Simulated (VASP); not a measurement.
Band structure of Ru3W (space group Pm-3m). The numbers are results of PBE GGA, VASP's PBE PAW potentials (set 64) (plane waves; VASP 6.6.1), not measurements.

Unless said otherwise, spin-orbit coupling is left out, though it shifts the bands of the heavy elements here.

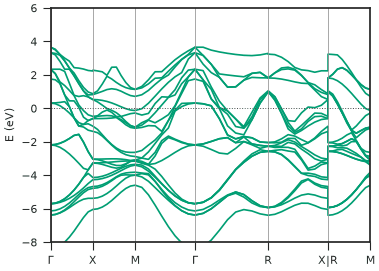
Bands along high-symmetry lines, zero at the valence-band maximum or, without a gap, the Fermi level

Read the plot: is there a gap, and where are the band edges?

It has no gap at this level: it comes out as a metal or semimetal.

The structure was generated: Ru3W was put into an ordered model structure, which need not be its known phase. The cell was not relaxed at this level.
